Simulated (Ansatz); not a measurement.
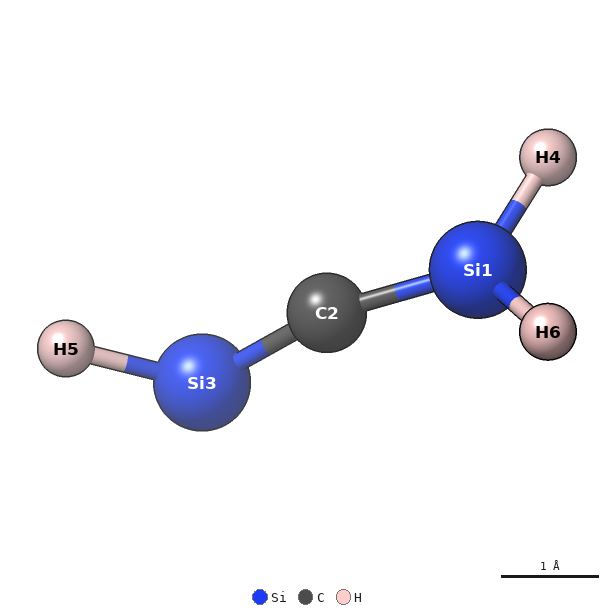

Orthographic view. Depth is shown by fading: the farther an atom, the more it takes the colour of the background. State: neutral, doublet. Computed geometry: PBE0-D4/def2-TZVP optimisation. No frequency run is at hand to confirm it as a minimum.

Give the geometry as a Z-matrix, atoms in numerical order, with these reference atoms: 2 to 1; 3 to 2, 1; 4 to 1, 2, 3; 5 to 3, 2, 1; 6 to 1, 4, 2.

```
Si 
C    1   1.695
Si   2   1.669   1   163.4
H    1   1.481   2   123.6   3    93.9
H    3   1.501   2   120.7   1   179.7
H    1   1.481   4   112.5   2  -173.8
```
